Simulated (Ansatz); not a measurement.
# The perfect Pd wire along [111], 7 atoms a period

Wanted: the relaxed geometry and the bands of the Pd wire along [111], 7 atoms a period.

Method: DFT PBE, plane waves, PAW; relaxation of a wire's period; PAW set soft_1, in the first sound run; inputs show where later runs differ, in Ansatz 0.2.0.

**1. The structure**

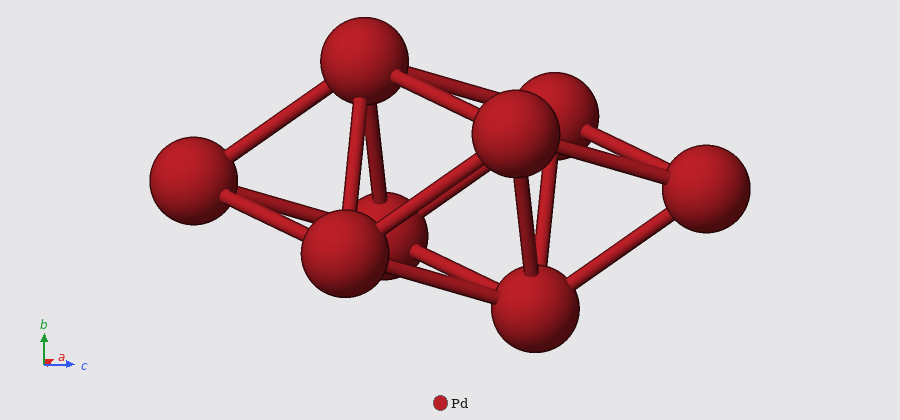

The starting structure, seen from the side, with the c axis across the page (palladium red). Some periodic images of atoms are drawn too.

The cell holds 7 atoms: 7 Pd. Cell: a = 9.586 Å, b = 10.017 Å, c = 6.824 Å, α = 90.0°, β = 90.0°, γ = 90.0°. Vacuum lies along a and b. The structure's axis is c.

**2. Relaxing the period**

Band widths follow the bond lengths, so the wire is relaxed first. The atoms and the third cell vector are free; the box across stays fixed as vacuum. A Fermi-Dirac smearing is set since the result may be a metal. The pressure printed is a third of the stress's trace over the whole box, vacuum included; only the stress along the axis is relaxed.

input.yaml reads:

```yaml
crystal:
  lattice:
    - [9.586, 0.0, 0.0]
    - [0.0, 10.017, 0.0]
    - [0.0, 0.0, 6.8242801818]
  atoms:
    - { symbol: Pd, position: [0.500000037, 0.499999827, 0.0] }
    - { symbol: Pd, position: [0.354683914, 0.419711404, 0.333333333] }
    - { symbol: Pd, position: [0.500000037, 0.660576673, 0.333333333] }
    - { symbol: Pd, position: [0.645316161, 0.419711404, 0.333333333] }
    - { symbol: Pd, position: [0.354683914, 0.58028825, 0.666666667] }
    - { symbol: Pd, position: [0.500000037, 0.339422981, 0.666666667] }
    - { symbol: Pd, position: [0.645316161, 0.58028825, 0.666666667] }
kpoints:
  mp_grid: { grid: [1, 1, 12] }
scf:
  occupations: { method: fermi_dirac, width: 0.05 }
hamiltonian:
  xc: pbe
  pseudopotentials: { kind: paw, azcp: { folder: soft_1 } }
relax:
  cell: { fix: [a, b, alpha, beta, gamma] }
  max_steps: 45
  f_tol: 0.03
```

Command:

```bash
$ ansatz run input.yaml --threads 4 --pin off --max-ram 16384MiB --backend cpu --events-out ev --progress --plain --runs-dir out
```

Numbers of over 12 decimals in the logs are rounded to 6 here.

What it wrote:

```text
Engine: ansatz 0.2.0, aarch64-unknown-linux-gnu
Pseudopotentials: kind: paw
Pseudopotential: Pd, paw, valence charge 18, recommended cutoff 420 eV (normal), soft_1/Pd.paw.azcp
Functional definition: PBE
  parameter kappa = 0.804
  parameter beta = 0.066725
  exchange = pbe_x(kappa = kappa, mu = beta*pi^2/3)
  correlation = pbe_c(beta = beta)
Crystal: 7 atoms, lattice volume = 655.288 Å³
Basis set: ecut = 420 eV, 12831 PW (Γ), exchange–correlation on 144×144×96 points (8 copies of the dense FFT grid, shifted against one another)
Bands: 76, of which v1, the nominal top of the filled ones, is band 63 counted from 1 (62 counted from 0)
Symmetry: 4 space group operations
Space group: P2/m (ITA 10), of the structure as read, at distance tolerance 8.7e-5 Å
k-points: 7 of 12
Non-local potential: Pd, projectors of the file, l = 0: 2, l = 1: 2, l = 2: 2, l = 3: 1
PAW form: soft (Blöchl's): semilocal exchange-correlation on the pseudo side does not see the compensation charge
PAW one-centre angular grid: Pd, 590 points (default); XC on 64 Gauss nodes
Initial density: superposition of atomic densities (neutral atoms: chi_scale 0, normalization atom)
Initial wavefunctions: pseudopotential atomic-orbital guess
Functional: x = pbe(κ = 0.804, μ = 0.219515), c = pbe(β = 0.066725)
SCF iter   1: F=—  HF=-48804.683765 eV  |F-HF|=—  |Δ(HF+E_count)|=         —  Δρ=5.37e-2  dr2=2.29e1  ethr=3.10e-3  ⟨swp⟩=6.1  Hψ=2159  notcnv=0  defer=2
preconditioner: auto → LDOS  [metal: Δε(μ)=0.001 eV  Ē_g=3.546 eV  σ=0.050 eV  W_gap=0.01  n_scr=104 (ndim 8)  ℏωp=12.1 eV  f_vac=0.707  D(μ)=32.25/eV (n_scr^D=306)  β→1.0]
SCF iter   2: F=—  HF=-48803.162861 eV  |F-HF|=—  |Δ(HF+E_count)|=    1.52e0  Δρ=4.08e-2  dr2=1.34e1  ethr=3.10e-3  ⟨swp⟩=3.9  Hψ=1468  notcnv=0  defer=14
SCF iter   3: F=—  HF=-48799.928840 eV  |F-HF|=—  |Δ(HF+E_count)|=    3.23e0  Δρ=7.34e-3  dr2=5.18e-1  ethr=3.10e-3  ⟨swp⟩=3.0  Hψ=1198  notcnv=0  defer=25
SCF iter   4: F=—  HF=-48799.932958 eV  |F-HF|=—  |Δ(HF+E_count)|=   4.12e-3  Δρ=4.62e-3  dr2=2.65e-1  ethr=4.11e-4  ⟨swp⟩=2.6  Hψ=937  notcnv=0  defer=25
SCF iter   5: F=—  HF=-48799.913187 eV  |F-HF|=—  |Δ(HF+E_count)|=   1.98e-2  Δρ=2.25e-3  dr2=7.99e-2  ethr=2.10e-4  ⟨swp⟩=2.1  Hψ=803  notcnv=0  defer=25
SCF iter   6: F=—  HF=-48799.914172 eV  |F-HF|=—  |Δ(HF+E_count)|=   9.84e-4  Δρ=1.88e-3  dr2=3.83e-2  ethr=6.34e-5  ⟨swp⟩=2.0  Hψ=562  notcnv=0  defer=25
SCF iter   7: F=—  HF=-48799.912844 eV  |F-HF|=—  |Δ(HF+E_count)|=   1.33e-3  Δρ=1.06e-3  dr2=1.44e-2  ethr=3.04e-5  ⟨swp⟩=1.9  Hψ=523  notcnv=0  defer=25
SCF iter   8: F=—  HF=-48799.912699 eV  |F-HF|=—  |Δ(HF+E_count)|=   1.44e-4  Δρ=5.43e-4  dr2=3.28e-3  ethr=1.14e-5  ⟨swp⟩=2.0  Hψ=533  notcnv=0  defer=25
SCF iter   9: F=—  HF=-48799.912608 eV  |F-HF|=—  |Δ(HF+E_count)|=   9.20e-5  Δρ=2.30e-4  dr2=2.94e-4  ethr=2.60e-6  ⟨swp⟩=1.9  Hψ=522  notcnv=0  defer=25
SCF iter  10: F=—  HF=-48799.912634 eV  |F-HF|=—  |Δ(HF+E_count)|=   2.69e-5  Δρ=7.20e-5  dr2=2.46e-5  ethr=2.34e-7  ⟨swp⟩=2.6  Hψ=762  notcnv=0  defer=25
SCF iter  11: F=—  HF=-48799.912927 eV  |F-HF|=—  |Δ(HF+E_count)|=   2.92e-4  Δρ=3.21e-5  dr2=8.09e-6  ethr=1.95e-8  ⟨swp⟩=2.1  Hψ=768  notcnv=0  defer=25
SCF iter  12: F=—  HF=-48799.912928 eV  |F-HF|=—  |Δ(HF+E_count)|=   1.08e-6  Δρ=1.28e-5  dr2=1.67e-6  ethr=6.42e-9  ⟨swp⟩=1.1  Hψ=508  notcnv=0  defer=25
SCF iter  13: F=—  HF=-48799.912928 eV  |F-HF|=—  |Δ(HF+E_count)|=   2.19e-8  Δρ=8.76e-6  dr2=9.74e-7  ethr=1.32e-9  ⟨swp⟩=2.3  Hψ=620  notcnv=0  defer=25
SCF iter  14: F=—  HF=-48799.912928 eV  |F-HF|=—  |Δ(HF+E_count)|=   1.12e-8  Δρ=6.11e-6  dr2=4.92e-7  ethr=7.73e-10  ⟨swp⟩=1.0  Hψ=507  notcnv=0  defer=25
SCF iter  15: F=-48799.912928 eV  HF=-48799.912928 eV  |F-HF|=5.36e-8  |Δ(HF+E_count)|=   4.23e-8  Δρ=2.49e-6  dr2=6.74e-8  ethr=7.94e-11  ⟨swp⟩=3.0  Hψ=1691  notcnv=0
SCF 1 converged in 15 iterations: F = -48799.912928 eV  dr2 = 6.74e-8
  greatest PAW one-centre occupation: 1.000 electrons in one spin orbital (limit 2), on the Pd atom at site 6 (counted from 0), in its partial waves of l = 0
relax step   1: F+E_penalty+E_count = -48799.91292771 eV  Δ(F+E_penalty+E_count) = +0.000e0 eV  max|allowed force component| = 1.051e0 eV/Å  Δτ_max = 0.0000 Å  P = -1.694 GPa  Ω = 655.288 Å³  fix = [a, b, alpha, beta, gamma]  reactions: a -1.251, b -1.270 GPa; alpha -0.003 GPa/rad  (15 SCF iters, dr2 threshold 1.00e-7 eV, accepted)
Crystal: 7 atoms, lattice volume = 623.366 Å³
Basis set: ecut = 420 eV, 12149 PW (Γ), exchange–correlation on 144×144×96 points (8 copies of the dense FFT grid, shifted against one another)
Initial density: handed on by an earlier stage of this run
Initial wavefunctions: those handed on with the density
iter 1 solved again at ethr=5.30e-4 eV; its pass at ethr=3.10e-3 eV (dr2=6.67e-1 eV) is discarded
SCF iter   1: F=—  HF=-48800.212644 eV  |F-HF|=—  |Δ(HF+E_count)|=         —  Δρ=1.12e-2  dr2=6.71e-1  ethr=5.30e-4  ⟨swp⟩=2.1  Hψ=2752  notcnv=0
preconditioner: auto → LDOS  [metal: Δε(μ)=0.036 eV  Ē_g=4.696 eV  σ=0.050 eV  W_gap=0.17  n_scr=96 (ndim 8)  ℏωp=12.4 eV  f_vac=0.710  D(μ)=27.35/eV (n_scr^D=232)  β→1.0]
SCF iter   2: F=—  HF=-48800.136498 eV  |F-HF|=—  |Δ(HF+E_count)|=   7.61e-2  Δρ=5.21e-3  dr2=2.68e-1  ethr=5.30e-4  ⟨swp⟩=3.6  Hψ=945  notcnv=0
SCF iter   3: F=—  HF=-48800.100967 eV  |F-HF|=—  |Δ(HF+E_count)|=   3.55e-2  Δρ=2.26e-3  dr2=7.02e-2  ethr=2.13e-4  ⟨swp⟩=3.1  Hψ=975  notcnv=0  defer=25
SCF iter   4: F=—  HF=-48800.087944 eV  |F-HF|=—  |Δ(HF+E_count)|=   1.30e-2  Δρ=1.30e-3  dr2=1.63e-2  ethr=5.57e-5  ⟨swp⟩=2.0  Hψ=818  notcnv=0  defer=25
SCF iter   5: F=—  HF=-48800.086884 eV  |F-HF|=—  |Δ(HF+E_count)|=   1.06e-3  Δρ=7.50e-4  dr2=6.80e-3  ethr=1.29e-5  ⟨swp⟩=2.6  Hψ=762  notcnv=0  defer=25
SCF iter   6: F=—  HF=-48800.087019 eV  |F-HF|=—  |Δ(HF+E_count)|=   1.35e-4  Δρ=5.70e-4  dr2=3.22e-3  ethr=5.40e-6  ⟨swp⟩=2.0  Hψ=589  notcnv=0  defer=25
SCF iter   7: F=—  HF=-48800.086917 eV  |F-HF|=—  |Δ(HF+E_count)|=   1.03e-4  Δρ=2.90e-4  dr2=1.14e-3  ethr=2.55e-6  ⟨swp⟩=1.1  Hψ=509  notcnv=0  defer=25
SCF iter   8: F=—  HF=-48800.086942 eV  |F-HF|=—  |Δ(HF+E_count)|=   2.52e-5  Δρ=1.06e-4  dr2=1.02e-4  ethr=9.08e-7  ⟨swp⟩=2.0  Hψ=638  notcnv=0  defer=25
SCF iter   9: F=—  HF=-48800.087071 eV  |F-HF|=—  |Δ(HF+E_count)|=   1.29e-4  Δρ=3.01e-5  dr2=6.48e-6  ethr=8.12e-8  ⟨swp⟩=2.0  Hψ=763  notcnv=0  defer=25
SCF iter  10: F=-48800.087072 eV  HF=-48800.087072 eV  |F-HF|=1.86e-7  |Δ(HF+E_count)|=   1.12e-6  Δρ=1.14e-5  dr2=5.21e-7  ethr=5.56e-10  ⟨swp⟩=3.4  Hψ=2059  notcnv=0
SCF 2 converged in 10 iterations: F = -48800.087072 eV  dr2 = 5.21e-7
[...]
SCF iter   7: F=—  HF=-48800.473376 eV  |F-HF|=—  |Δ(HF+E_count)|=   8.82e-5  Δρ=1.03e-4  dr2=1.25e-4  ethr=1.28e-6  ⟨swp⟩=2.0  Hψ=805  notcnv=0  defer=14
SCF iter   8: F=—  HF=-48800.473474 eV  |F-HF|=—  |Δ(HF+E_count)|=   9.83e-5  Δρ=4.29e-5  dr2=1.56e-5  ethr=9.96e-8  ⟨swp⟩=2.0  Hψ=738  notcnv=0  defer=14
SCF iter   9: F=—  HF=-48800.473472 eV  |F-HF|=—  |Δ(HF+E_count)|=   1.67e-6  Δρ=1.35e-5  dr2=1.22e-6  ethr=1.24e-8  ⟨swp⟩=2.0  Hψ=762  notcnv=0  defer=14
SCF iter  10: F=-48800.473472 eV  HF=-48800.473472 eV  |F-HF|=3.09e-8  |Δ(HF+E_count)|=   1.51e-7  Δρ=3.72e-6  dr2=5.94e-8  ethr=5.56e-10  ⟨swp⟩=4.0  Hψ=1705  notcnv=0
SCF 3 converged in 10 iterations: F = -48800.473472 eV  dr2 = 5.94e-8
relax step   3: F+E_penalty+E_count = -48800.47347224 eV  Δ(F+E_penalty+E_count) = -3.864e-1 eV  max|allowed force component| = 2.299e-1 eV/Å  Δτ_max = 0.1006 Å  P = -0.482 GPa  Ω = 624.652 Å³  energy of the carried Pulay correction = +1.852e-3 eV  fix = [a, b, alpha, beta, gamma]  reactions: a -0.285, b -0.308 GPa; alpha -0.001 GPa/rad  (10 SCF iters, dr2 threshold 7.00e-7 eV, accepted)
[...]
relax step   4: F+E_penalty+E_count = -48800.51454871 eV  Δ(F+E_penalty+E_count) = -4.108e-2 eV  max|allowed force component| = 1.325e-1 eV/Å  Δτ_max = 0.0292 Å  P = -0.203 GPa  Ω = 611.036 Å³  energy of the carried Pulay correction = +2.704e-3 eV  fix = [a, b, alpha, beta, gamma]  reactions: a -0.169, b -0.195 GPa; alpha +0.002 GPa/rad  (9 SCF iters, dr2 threshold 7.00e-7 eV, accepted)
[...]
relax step   5: F+E_penalty+E_count = -48800.52070896 eV  Δ(F+E_penalty+E_count) = -6.160e-3 eV  max|allowed force component| = 4.810e-3 eV/Å  Δτ_max = 0.0112 Å  P = -0.014 GPa  Ω = 609.737 Å³  energy of the carried Pulay correction = +2.786e-3 eV  fix = [a, b, alpha, beta, gamma]  reactions: a -0.013, b -0.037 GPa; alpha -0.001 GPa/rad  (8 SCF iters, dr2 threshold 7.00e-7 eV, accepted)
Basis set: ecut = 420 eV, 11941 PW (Γ), exchange–correlation on 144×144×90 points (8 copies of the dense FFT grid, shifted against one another)
Initial wavefunctions: pseudopotential atomic-orbital guess (no wavefunctions were taken with the density)
iter 1 solved again at ethr=2.08e-6 eV; its pass at ethr=3.10e-3 eV (dr2=2.62e-3 eV) is discarded
SCF iter   1: F=—  HF=-48800.515889 eV  |F-HF|=—  |Δ(HF+E_count)|=         —  Δρ=1.19e-4  dr2=1.60e-5  ethr=2.08e-6  ⟨swp⟩=3.3  Hψ=3484  notcnv=0
eigensolver tolerance schedule: the retry pair's looser diagonalisation over-reported the residual by 162.48 of it (diagonalisation noise at 0.12 of the residual, at the tolerance the schedule requests for it); recorded, not acted on — ethr = c·dr2/N_el stays at c = 1.0e-1
preconditioner: auto → LDOS  [metal: Δε(μ)=0.057 eV  Ē_g=4.631 eV  σ=0.050 eV  W_gap=0.27  n_scr=96 (ndim 8)  ℏωp=12.6 eV  f_vac=0.697  D(μ)=20.37/eV (n_scr^D=160)  β→1.0]
SCF iter   2: F=—  HF=-48800.515835 eV  |F-HF|=—  |Δ(HF+E_count)|=   5.45e-5  Δρ=5.32e-5  dr2=1.24e-5  ethr=1.27e-8  ⟨swp⟩=2.1  Hψ=980  notcnv=0
SCF iter   3: F=—  HF=-48800.515831 eV  |F-HF|=—  |Δ(HF+E_count)|=   4.01e-6  Δρ=1.57e-5  dr2=1.19e-6  ethr=9.88e-9  ⟨swp⟩=2.3  Hψ=927  notcnv=0
SCF iter   4: F=—  HF=-48800.515956 eV  |F-HF|=—  |Δ(HF+E_count)|=   1.25e-4  Δρ=4.34e-6  dr2=2.10e-7  ethr=9.46e-10  ⟨swp⟩=3.0  Hψ=1063  notcnv=0
SCF iter   5: F=—  HF=-48800.515956 eV  |F-HF|=—  |Δ(HF+E_count)|=   2.25e-8  Δρ=2.81e-6  dr2=9.11e-8  ethr=1.67e-10  ⟨swp⟩=2.1  Hψ=769  notcnv=0
SCF iter   6: F=—  HF=-48800.515956 eV  |F-HF|=—  |Δ(HF+E_count)|=   3.58e-9  Δρ=2.14e-6  dr2=4.58e-8  ethr=7.23e-11  ⟨swp⟩=1.0  Hψ=532  notcnv=0
SCF iter   7: F=—  HF=-48800.515956 eV  |F-HF|=—  |Δ(HF+E_count)|=   1.75e-9  Δρ=8.85e-7  dr2=1.26e-8  ethr=3.64e-11  ⟨swp⟩=2.0  Hψ=645  notcnv=0
SCF iter   8: F=—  HF=-48800.515956 eV  |F-HF|=—  |Δ(HF+E_count)|=   1.06e-9  Δρ=4.73e-7  dr2=2.22e-9  ethr=9.96e-12  ⟨swp⟩=2.3  Hψ=714  notcnv=0
SCF iter   9: F=—  HF=-48800.515956 eV  |F-HF|=—  |Δ(HF+E_count)|=  2.98e-10  Δρ=2.81e-7  dr2=9.21e-10  ethr=1.76e-12  ⟨swp⟩=1.6  Hψ=537  notcnv=0
SCF iter  10: F=—  HF=-48800.515956 eV  |F-HF|=—  |Δ(HF+E_count)|=  9.46e-11  Δρ=1.14e-7  dr2=1.14e-10  ethr=1.00e-12  ⟨swp⟩=1.4  Hψ=539  notcnv=0
SCF iter  11: F=-48800.515956 eV  HF=-48800.515956 eV  |F-HF|=0.00e0  |Δ(HF+E_count)|=  3.64e-11  Δρ=3.47e-8  dr2=6.77e-12  ethr=1.00e-12  ⟨swp⟩=4.1  Hψ=1690  notcnv=0
SCF 6 converged in 11 iterations: F = -48800.515956 eV  dr2 = 6.77e-12
relax step   6: F+E_penalty+E_count = -48800.51595581 eV  Δ(F+E_penalty+E_count) = +4.753e-3 eV  max|allowed force component| = 5.123e-3 eV/Å  Δτ_max = 0.0000 Å  P = -0.008 GPa  Ω = 609.737 Å³  fix = [a, b, alpha, beta, gamma]  reactions: a -0.008, b -0.032 GPa; alpha -0.001 GPa/rad  stress off target by 1.76e-2 GPa on what of the cell is left free  SCF on the basis re-selected at this cell (its energy is not comparable with the rows above)  (11 SCF iters)
basis re-selected at this cell: Δ(F+E_penalty+E_count) = +4.753e-3 eV, ΔP = +0.006 GPa vs the last step (what re-selecting the basis moved, of the pressure what is left beyond the Pulay correction that the steps carried, after the strain that the cell walked since its last selection, with what the two solves' SCF thresholds leave and, on support functions, any second-order correction that the steps lacked; it is no measure of the basis error at this ecutwfc). The dense FFT grid was sized anew with the basis: this SCF ran on 72×72×45 points, the steps before it on 72×72×48, so part of this shift can come from that change (see relax.cell in the input reference). [rest of the remark cut]
SCF converged after 11 iterations
Free energy (F): -48800.515956 eV
Harris-Foulkes:  -48800.515956 eV  (|F-HF|=0.00e0)
Internal energy: -48800.353781 eV  (E = F + TS)
E sigma→0 (E₀):  -48800.434869 eV
Entropy (-TS):   -0.162174 eV (-23.168 meV/atom)
Fermi energy:    -0.210098 eV
--- Per-component energies (eV) ---
  E_band       = -3379.316573
  E_kinetic    = 3154.257672
  E_local      = -54026.708879  (includes V_loc(G=0)·N_el)
  E_nonlocal   = 2609.044260
  E_hartree    = 24551.363996
  E_xc         = -957.497761
  E_vxc        = -1208.476600  (∫ρ·V_xc dr)
  E_paw        = -26690.192080  (= ΣΔE_a)
  E_vpaw       = -3010.162520  (= ΣTr[D̂ρ^β])
  E_aug_tail   = 0.001630  (compensation charges beyond the density's cutoff)
  E_ewald      = 2559.377380
  E_smearing   = -0.162174  (= −TS)
  E_closure    = -0.000000  (closes the sum)
  Σ components = -48800.515956   (vs F -48800.515956, Δ=0.00e0)
--- Forces (eV/Å), atoms counted from 1 ---
  atom   1  Pd     0.00000000     0.00000000     0.00000000
  atom   2  Pd     0.00227471     0.00151219    -0.00505174
  atom   3  Pd     0.00000000    -0.00272594    -0.00512266
  atom   4  Pd    -0.00227471     0.00151219    -0.00505174
  atom   5  Pd     0.00227471    -0.00151219     0.00505174
  atom   6  Pd     0.00000000     0.00272594     0.00512266
  atom   7  Pd    -0.00227471    -0.00151219     0.00505174
  max |Σ_I F_I| component: 2.17e-19 eV/Å
--- Stress (GPa, compression-positive) ---
       -0.008158       0.000000       0.000000
        0.000000      -0.032467       0.000507
        0.000000       0.000507       0.017591
  P = ⅓ Tr σ = -0.0077 GPa (-0.077 kbar)
--- Relaxed structure (5 steps of the walk, 5 accepted, 1 SCFs on fresh bases) ---
  F+E_penalty+E_count = -48800.51595581 eV   max|allowed force component| = 5.123e-3 eV/Å   (the final SCF, on the basis selected at the relaxed cell)
  cell:  # Å, volume = 609.7374 Å³
    - [9.586, 0.0, 0.0]
    - [0.0, 10.017, 0]
    - [0.0, 0, 6.349913]
  atoms:
    - { symbol: Pd, position: [0.5, 0.5, 0] }
    - { symbol: Pd, position: [0.359553, 0.422437, 0.325699] }
    - { symbol: Pd, position: [0.5, 0.655205, 0.325831] }
    - { symbol: Pd, position: [0.640447, 0.422437, 0.325699] }
    - { symbol: Pd, position: [0.359553, 0.577563, 0.674301] }
    - { symbol: Pd, position: [0.5, 0.344795, 0.674169] }
    - { symbol: Pd, position: [0.640447, 0.577563, 0.674301] }
```

The job ended after 38 s (4 threads of Arm Neoverse V1, shared host; peak memory 1.3 GiB).

[end of part 1 of 2]

[Logs are printed without paths, hosts, clocks, repeated set-up lines and the standing remarks that a program may print on its own settings, such as how far it seeks lower states.]

[Hosts, paths, dates, database ids (printed as entryN), source tags and the programs' standing remarks are cut or masked in the printed files.]
